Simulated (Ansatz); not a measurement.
A series of calculations on GeSiH5Cl2F

**1. Relaxation**

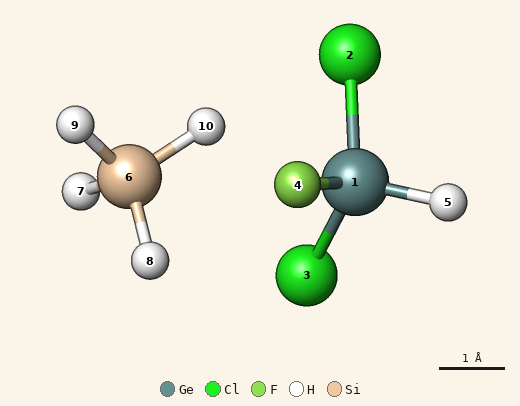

Starting structure of GeSiH₅Cl₂F. Style: ball-and-stick. Shown face on.

The run prepares an end point of a later path (reaction) calculation, from a guessed geometry.

The calculation used Ansatz, RKS PBE0-D4/def2-SVP.

The input:
```yaml
crystal:
  periodic: [false, false, false]
  atoms:
    - { symbol: Ge, position_ang: [-0.136498, -0.358174, 0.03771] }
    - { symbol: Cl, position_ang: [-0.418955, -0.865672, 2.15098] }
    - { symbol: Cl, position_ang: [1.933522, -0.495217, -0.466754] }
    - { symbol: F, position_ang: [-0.72997, 1.227962, -0.301933] }
    - { symbol: H, position_ang: [-0.948829, -1.332548, -0.814215] }
    - { symbol: Si, position_ang: [1.577344, 2.502597, 1.183341] }
    - { symbol: H, position_ang: [2.976738, 2.388177, 1.708738] }
    - { symbol: H, position_ang: [1.611593, 2.633065, -0.300505] }
    - { symbol: H, position_ang: [0.922525, 3.711812, 1.776182] }
    - { symbol: H, position_ang: [0.831329, 1.320897, 1.628356] }
basis:
  gaussian: { orbitals: def2-SVP }
hamiltonian:
  xc: pbe0
  dispersion: d4
relax:
  f_tol: 0.03
  max_steps: 50
```

Launched with:
```bash
ansatz run input.yaml --threads 4 --pin off --max-ram 5120MiB --backend cpu --events-out ev --progress --plain --runs-dir out
```

Q: What does the optimiser find from here?

A: The atom that moves furthest after the best rigid fit is H10 (0.54 Å). By element the largest moves are H 0.54 Å, Cl 0.41 Å, Ge 0.38 Å, Si 0.34 Å, F 0.27 Å. Near-neighbour distances that change, for instance: Ge1–Si6 3.526 → 4.244 Å, Ge1–Cl2 2.192 → 2.128 Å, Si6–H10 1.467 → 1.492 Å, Ge1–Cl3 2.135 → 2.129 Å. Bond angles that change, for instance: Cl2–Ge1–F4 111.0° → 107.0°, Cl2–Ge1–H5 108.7° → 112.1°, Cl3–Ge1–F4 110.2° → 107.1°. Over 5 accepted moves (6 points after the start) the energy falls by 5.39 kcal/mol. The largest force component goes from 0.88 to 0.01 eV/Å. The line search rejected the trial step at point 5 of the run.

Step by step:

```csv
step,"E − E(0), kcal/mol","largest force component, eV/Å",note
0,0.00,0.8812,
1,-4.16,0.2582,
2,-4.92,0.1664,
3,-5.19,0.3417,
4,-5.27,0.1651,
5,-4.76,0.3742,rejected
6,-5.39,0.0102,
```

Final geometry:

```xyz
10

Ge   -0.3181   -0.6556   -0.1057
Cl   -0.6381   -1.1412    1.9409
Cl    1.7663   -0.7266   -0.5354
F    -0.8244    0.9803   -0.3219
H    -1.1231   -1.5513   -1.0401
Si    1.7480    2.7629    1.3273
H     3.1857    2.8387    1.7254
H     1.6509    2.6330   -0.1534
H     1.0504    4.0069    1.7692
H     1.1212    1.5857    1.9958
```

The end point in the same view:

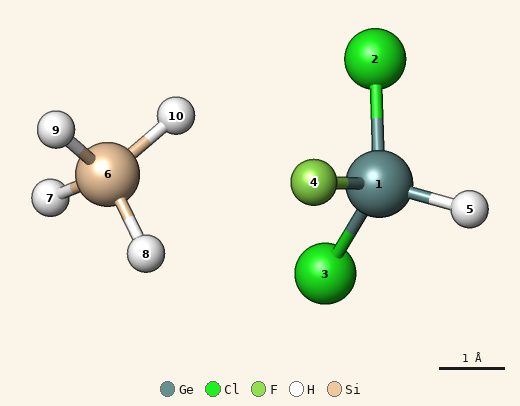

Limits of the set-up: the start holds two separate molecules, 2.5 Å apart at their closest, whose relative position is a soft coordinate.

**2. Relaxation**

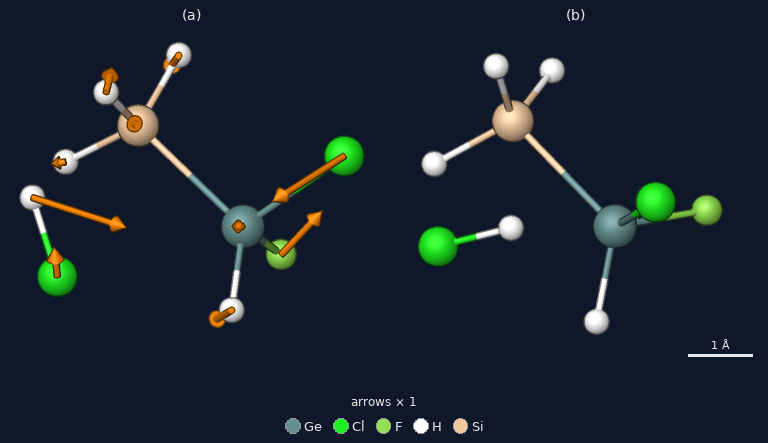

The structure of GeSiH5Cl2F before (left) and after (right) a relaxation, at one scale. The orange arrows give the displacements, at their true length.

Style: ball-and-stick. Shown at a tilt.

The run prepares an end point of a later path (reaction) calculation, from a guessed geometry.

Computed with RKS PBE0-D4/def2-SVP (Ansatz 0.2.0).

Input
```yaml
crystal:
  periodic: [false, false, false]
  atoms:
    - { symbol: Ge, position_ang: [0.287865, 0.393491, -0.408909] }
    - { symbol: Cl, position_ang: [0.000887, -0.090393, 2.970662] }
    - { symbol: Cl, position_ang: [1.911937, -0.462816, -1.572734] }
    - { symbol: F, position_ang: [-0.771446, 1.178077, -1.549673] }
    - { symbol: H, position_ang: [-0.52756, -0.75754, 0.17246] }
    - { symbol: Si, position_ang: [1.277323, 2.129804, 0.787588] }
    - { symbol: H, position_ang: [2.29124, 1.555681, 1.725135] }
    - { symbol: H, position_ang: [1.964514, 3.005915, -0.201809] }
    - { symbol: H, position_ang: [0.272079, 2.910714, 1.570035] }
    - { symbol: H, position_ang: [0.911961, 0.869967, 3.109144] }
basis:
  gaussian: { orbitals: def2-SVP }
hamiltonian:
  xc: pbe0
  dispersion: d4
relax:
  f_tol: 0.03
  max_steps: 50
```

Launched with:
```bash
ansatz run input.yaml --threads 4 --pin off --max-ram 5120MiB --backend cpu --events-out ev --progress --plain --runs-dir out
```

> What changed between the two?

The energy falls by 0.266 eV in 30 accepted moves (32 points after the start). The largest force component goes from 0.93 to 0.026 eV/Å. The line search rejected the trial steps at points 13, 17 of the run. The forces were under the threshold at step 11, but the run went on from there. The largest move after the best rigid fit is that of H10, 1.89 Å. Largest moves by element: H 1.89 Å, Cl 1.64 Å, F 1.08 Å, Si 0.39 Å, Ge 0.24 Å. Near-neighbour distances that change, for instance: Ge1–Si6 2.329 → 2.389 Å, Cl2–H10 1.331 → 1.298 Å, Ge1–Cl2 3.426 → 3.459 Å, Ge1–Cl3 2.174 → 2.192 Å. Among the angles between lasting bonds that change: Cl3–Ge1–Si6 104.6° → 108.7°, H5–Ge1–Si6 126.4° → 122.6°, F4–Ge1–Si6 105.0° → 108.7°. Groups turn about Ge1–Si6 by about 60°. The run took 83 s on 4 threads of Arm Neoverse V1 (shared host), peak memory 0.35 GiB.

**3. Path**

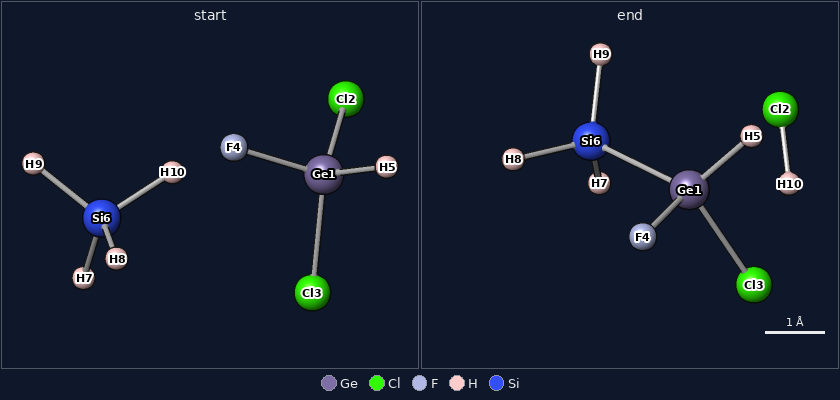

The two relaxed end points of a path for GeSiH5Cl2F, made up at the start of GeHCl2F and SiH4. A ball-and-stick model, seen at a tilt.

The calculation used Ansatz 0.2.0, RKS PBE0-D4/def2-SVP.

Run with 5 movable images; climbing image; force threshold 0.05 eV/Å; iteration limit 60.

Start:
```xyz
10

Ge   -0.3173   -0.6577   -0.1023
Cl   -0.6368   -1.1394    1.9452
Cl    1.7671   -0.7284   -0.5321
F    -0.8245    0.9776   -0.3216
H    -1.1219   -1.5555   -1.0349
Si    1.7471    2.7647    1.3240
H     3.1849    2.8420    1.7218
H     1.6500    2.6320   -0.1565
H     1.0490    4.0092    1.7636
H     1.1211    1.5884    1.9947
```

End:
```xyz
10

Ge    0.2133    0.5765   -0.3005
Cl    0.4994   -0.0240    3.0935
Cl    1.6007   -1.1020   -0.0490
F     0.1964    0.8372   -2.0231
H    -1.1803    0.0361    0.0464
Si    1.1449    2.5055    0.7571
H     2.4177    2.1091    1.4224
H     1.4086    3.4978   -0.3279
H     0.1588    3.0548    1.7318
H     1.1595   -0.7582    2.2512
```

> Predict the minimum-energy path and its barrier.

Forward barrier 213.8 kJ/mol, backward barrier 177.5 kJ/mol, with image 2 at the top; the reaction energy is +36.3 kJ/mol. Breaking: Ge1–Cl2 (2.13 → 2.55 at the top → 3.46 Å), Si6–H10 (1.49 → 1.79 at the top → 3.59 Å). Forming: Cl2–H10 (3.25 → 1.71 at the top → 1.30 Å), Ge1–Si6 (4.24 → 2.65 at the top → 2.39 Å). The band converged in 30 iterations. The largest component of the band force went from 14 to 0.04 eV/Å. The climbing image converged on the top of the path. Its vibrational analysis gives one imaginary mode (943i cm⁻¹), as a transition state must have.

Energies of the converged images:

```tsv
image	path (Å)	E (kJ/mol)
0	0.00	0.0
1	2.31	8.0
2	4.63	213.8
3	5.83	75.1
4	7.03	50.7
5	8.24	41.1
6	9.44	36.3
```

The geometry at the top of the path:

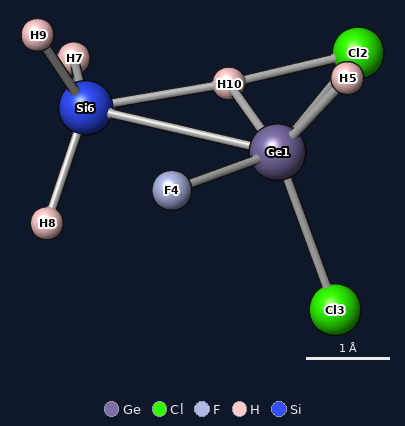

Limits of the set-up: the start holds two separate molecules, 3.0 Å apart at their closest, whose relative position is a soft coordinate.
